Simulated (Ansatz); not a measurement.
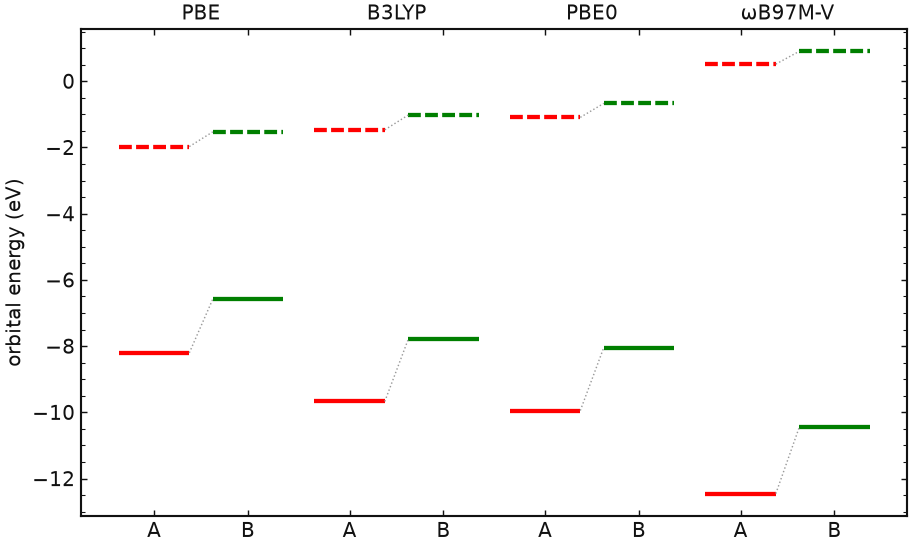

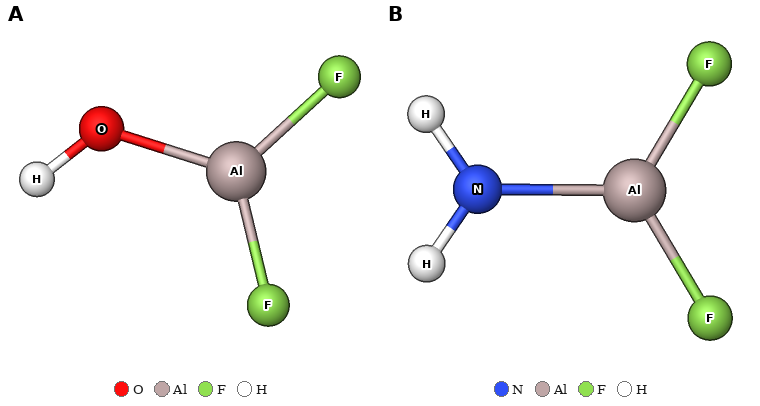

One change: A, AlHOF₂ (SMILES [OH][Al]([F])[F]), becomes B, AlNH₂F₂ (SMILES [NH2][Al]([F])[F]). OH on Al is replaced by NH₂. HOMO (solid) and LUMO (dashed) computed in def2-TZVPP at PBE0-D4/def2-TZVP geometries, both minima by their frequencies, gas phase, the Ansatz code 0.2.0. Empty levels above zero depend strongly on the basis.

What does the change do to HOMO and LUMO?

PBE: the HOMO rises by 1.62 eV, the LUMO rises by 0.44 eV, and the separation goes from 6.23 to 5.05 eV. B3LYP: the HOMO rises by 1.88 eV, the LUMO rises by 0.45 eV, and the separation goes from 8.20 to 6.77 eV. PBE0: the HOMO rises by 1.90 eV, the LUMO rises by 0.42 eV, and the separation goes from 8.85 to 7.37 eV. ωB97M-V: the HOMO rises by 2.01 eV, the LUMO rises by 0.39 eV, and the separation goes from 12.97 to 11.35 eV.

Do the functionals agree on the effect?

They agree on the direction for both levels; the HOMO shift lies between 1.62 and 2.01 eV and the LUMO shift between 0.39 and 0.45 eV, while the separations themselves differ by up to 6.7 eV between functionals.
